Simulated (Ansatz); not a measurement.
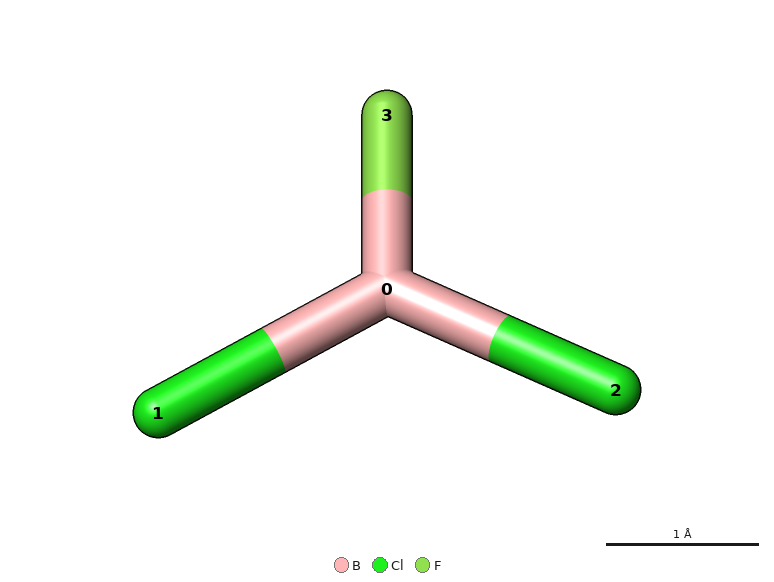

Starting geometry of the run. Atoms are numbered from 0, in the order of the input.

Input file:

```yaml
crystal:
  periodic: [false, false, false]
  atoms:
    - {symbol: B, position_ang: [-1.215268, 0.440699, -0.476472]}
    - {symbol: Cl, position_ang: [-1.371735, -1.010880, -1.420836]}
    - {symbol: Cl, position_ang: [-1.337614, 2.015001, -1.204487]}
    - {symbol: F, position_ang: [-1.000642, 0.346091, 0.812570]}
basis:
  gaussian: {orbitals: def2-TZVPP}
hamiltonian: {xc: {name: BLYP}, dispersion: d4}
```

It was started with:

```sh
ansatz run in.yaml --threads 4 --pin off --events-out ev --progress --plain --max-ram 9574MiB
```

Result:

```
Functional definition: BLYP
  name "BLYP"
  cite "Becke, Phys. Rev. A 38, 3098 (1988) doi:10.1103/PhysRevA.38.3098"
  cite "Lee, Yang & Parr, Phys. Rev. B 37, 785 (1988) doi:10.1103/PhysRevB.37.785"
  parameter beta = 0.0042
  parameter a = 0.04918
  parameter b = 0.132
  parameter c = 0.2533
  parameter d = 0.349
  exchange = b88_x(beta = beta)
  correlation = lyp_c(a = a, b = b, c = c, d = d)
913 factors; their error is unknown
mean field evaluation 1: about -28441.7549 eV, gradient 3.7e1 eV
mean field evaluation 2: about -28435.6913 eV, gradient 7.4e1 eV
mean field evaluation 4: about -28443.9159 eV, gradient 1.8e0 eV
mean field evaluation 8: about -28443.9056 eV, gradient 1.0e-1 eV
mean field -28443.90560113 eV, -1045.2942508698 hartree, gradient 1.1e-5 eV, S^2 0.000000; 0 other end points of the search recorded, 0 dependent functions left out
reference -28443.90590047 eV, -1045.2942618704 hartree; 24, 24 occupied and 122, 122 virtual orbitals, 913 factors
Total energy: -28444.12366795 eV, -1045.3022646775 hartree
```
